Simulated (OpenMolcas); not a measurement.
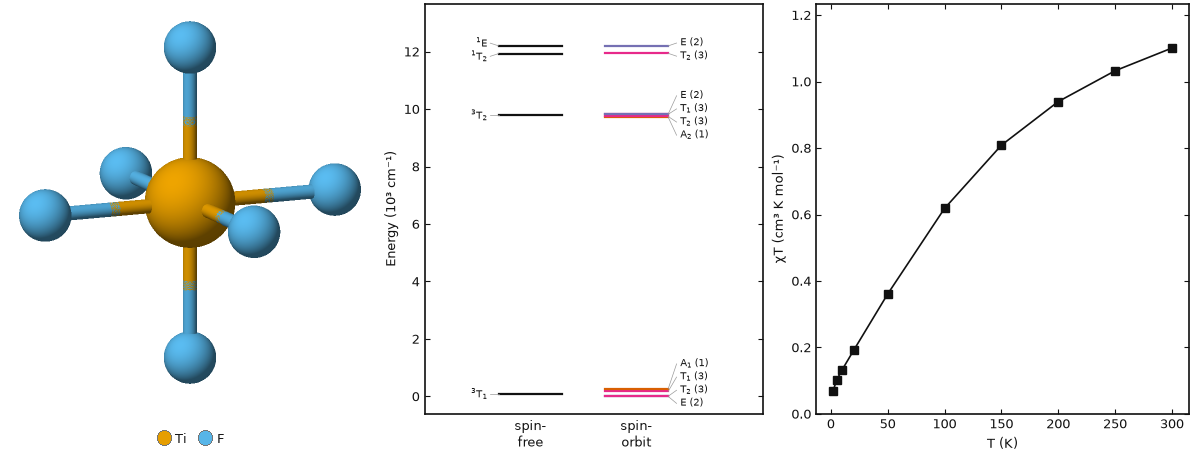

Ti²⁺ (3d²) as a dopant in NaF, a cluster with its 6 nearest F⁻ at 2.221 Å (octahedron) embedded in model potentials and point charges; the geometry was set, not optimised, and its levels and susceptibility. Labels give the representation in O, Td, D4 or D3 as the site allows (double group for half-integer spin) where it could be assigned and, in brackets, the degeneracy; spin-free states, where drawn, share the zero of the spin-orbit levels. Computed with OpenMolcas: state-averaged CASSCF, active space 2 electrons in the shell 3d, basis ANO-RCC-VDZP on all atoms, DKH2 scalar Hamiltonian, spin-orbit coupling by RASSI with atomic mean-field integrals. Powder susceptibility by Van Vleck's formula.

Describe the ground state and the low levels.

Answer. The ground level is E, doubly degenerate, 100 % from states of spin multiplicity 3. Its principal g values are all close to zero. The next level lies at 2.9 cm⁻¹ (T₂). The lowest spin-free state is ³T₁, from the free-ion F term; of the same spin there follows at 9,700 cm⁻¹ (³T₂) above it. A ligand-field fit to the spin-free states gives |10Dq| = 11,500 cm⁻¹, B = 837 and C = 3,230 cm⁻¹ (rms misfit 200 cm⁻¹). χT is 0.0687 cm³ K mol⁻¹ at 2 K and 1.10 at 300 K, an effective moment of 2.97 μB. The active orbitals hold 93 to 97 % metal character (Löwdin), and the Mulliken charge of the metal is +1.60.

Caveat: the geometry is set by hand, with no relaxation and no charge compensation.
